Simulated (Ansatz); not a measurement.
# C2H9InO: basis-set convergence

How large a basis does C2H9InO need? Two functionals are run in growing sets.

Program: Ansatz 0.2.0, Gaussian basis. Level of theory: one geometry, several basis sets. These are calculated values, not measurements.

Plan: PBE0-D4/def2-SVP; ωB97M-V/def2-SVP; PBE0-D4/def2-QZVPP; ωB97M-V/def2-QZVPP; the functionals' def2-TZVPP values are taken from earlier runs.

**1. The geometry**

An earlier PBE0-D4 in a triple-zeta def2 set relaxation fixed the geometry. In takes the def2 core potential; no spin-orbit term is included.

SMILES `C[O+](C)[InH3-]`, 13 atoms, charge 0, spin multiplicity 1.

Atoms are counted from 1 here; the program's logs count them from 0.

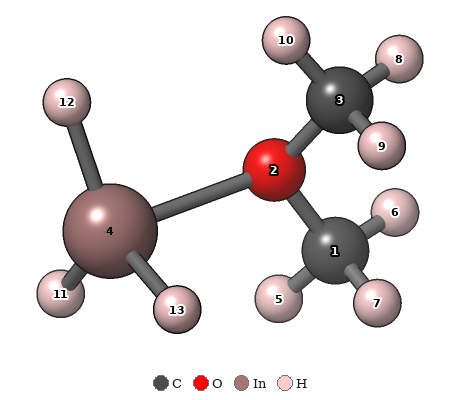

The geometry (carbon dark grey, oxygen red, indium brown, hydrogen pink); atoms are numbered from 1 in the order of the file.

**2. PBE0-D4 in def2-SVP**

in.yaml reads:

```yaml
crystal:
  periodic: [false, false, false]
  atoms:
    - {symbol: C, position_ang: [-0.440499, 1.268820, -0.678071]}
    - {symbol: O, position_ang: [-0.312082, 0.233069, 0.278212]}
    - {symbol: C, position_ang: [0.683062, 0.505124, 1.247451]}
    - {symbol: In, position_ang: [-0.325946, -1.990224, -0.597050]}
    - {symbol: H, position_ang: [-1.237225, 0.981617, -1.362615]}
    - {symbol: H, position_ang: [-0.704502, 2.207229, -0.180197]}
    - {symbol: H, position_ang: [0.493085, 1.400920, -1.236107]}
    - {symbol: H, position_ang: [0.440939, 1.428320, 1.783438]}
    - {symbol: H, position_ang: [1.667760, 0.602932, 0.777069]}
    - {symbol: H, position_ang: [0.693489, -0.330730, 1.945348]}
    - {symbol: H, position_ang: [-1.790531, -1.783876, -1.496492]}
    - {symbol: H, position_ang: [-0.338884, -2.757180, 0.954830]}
    - {symbol: H, position_ang: [1.191835, -1.800821, -1.420815]}
basis:
  gaussian: {orbitals: def2-SVP}
hamiltonian: {xc: pbe0, dispersion: d4}
output: {orbitals: {seedname: orbitals}}
```

Launch:

```console
ansatz run in.yaml --threads 4 --pin off --events-out ev --progress --plain --max-ram 10444MiB
```

After this run come: ωB97M-V in def2-SVP; PBE0-D4 in def2-QZVPP; ωB97M-V in def2-QZVPP.

**Question.** What will the summary of the whole plan be? Wanted: PBE0-D4: double and triple zeta above quadruple; ωB97M-V: double and triple zeta above quadruple.

The runs gave:

```
                                       quantity          value
PBE0-D4: double and triple zeta above quadruple  5.37, 0.30 eV
ωB97M-V: double and triple zeta above quadruple  5.67, 0.30 eV
```

For PBE0-D4 the step from double to triple zeta gains 5.07 eV and the next only 0.30 eV. Total energies overstate the basis error of differences, where much of it tends to cancel. The LUMO of ωB97M-V is positive and keeps falling with the basis (1.37 to 0.77 eV): an unbound level that the basis holds in place.
